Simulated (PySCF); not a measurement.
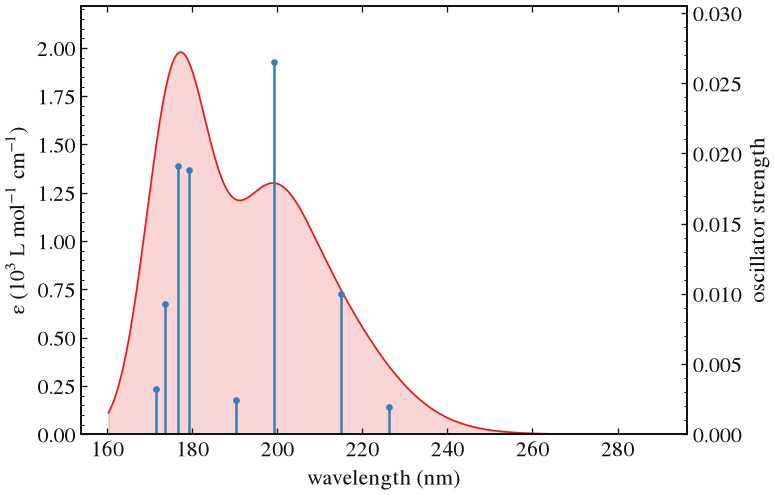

Vertical TDDFT excitations, CAM-B3LYP/def2-SVPD with PySCF, at a GFN2-xTB geometry (no frequency check), gas phase. Only the first 8 singlet excitations are included; each is broadened by a Gaussian of 1/e half-width 0.40 eV. Sticks give oscillator strengths (right axis).

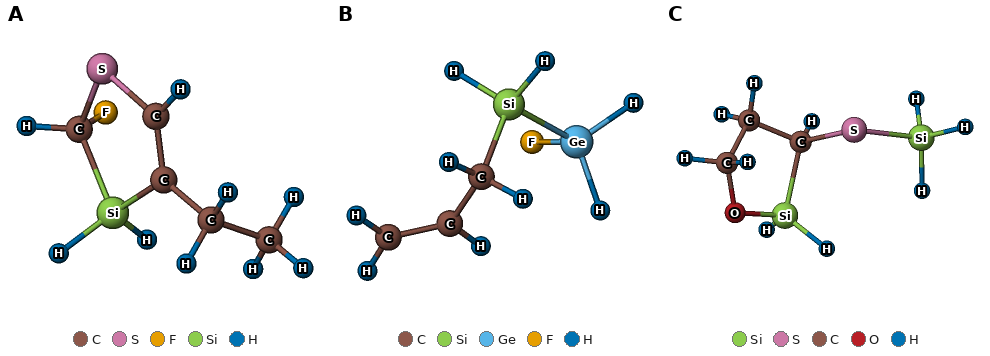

**Whose absorption spectrum is this? Choose among the lettered structures.**

Structure C, C₃H₁₀OSSi₂, SMILES [SiH3]S[C@@H]1CCO[SiH2]1. Its lowest singlet lies at 5.48 eV (f = 0.002) and the brightest of those computed is S3 at 6.22 eV (199 nm), f = 0.027, mainly HOMO → LUMO+1 (53 %).

Note: the tight-binding geometry is rougher than a DFT one and adds to the error; one conformer of a flexible molecule; core orbitals are frozen in the response.
